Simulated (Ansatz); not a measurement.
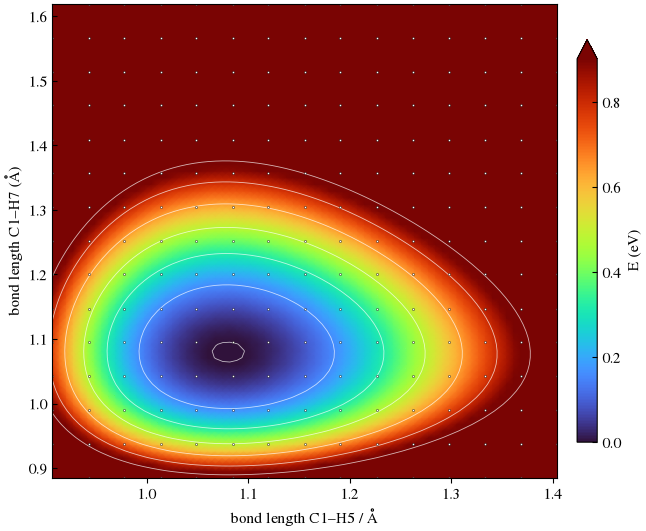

CH4AlFS, SMILES C[S][AlH][F]. Coordinates scanned: (1) bond length C1–H5; (2) bond length C1–H7. Nothing is relaxed (all other coordinates rigid). The grid has 15 × 15 points. Points are written as (first, second). Energies: eV, counted from the lowest grid point. The reference is spin-restricted, which grows unreliable where a bond is stretched far. Computed with RHF/def2-TZVP in Ansatz.

In the figure: a smooth colour map with a few white contour lines, dots at the grid points, one colour for all values above the top of the scale. Between grid points the surface is interpolated.

### Estimate the position of the minimum and the force constants in these coordinates.

The interpolated minimum is at bond length C1–H5 ≈ 1.080 Å, bond length C1–H7 ≈ 1.079 Å. The curvatures there are about 36 eV/Å² and 37 eV/Å², with a cross term of about 0 eV/Å². Round the minimum the contours are nearly round: the two directions are equally stiff and uncoupled.
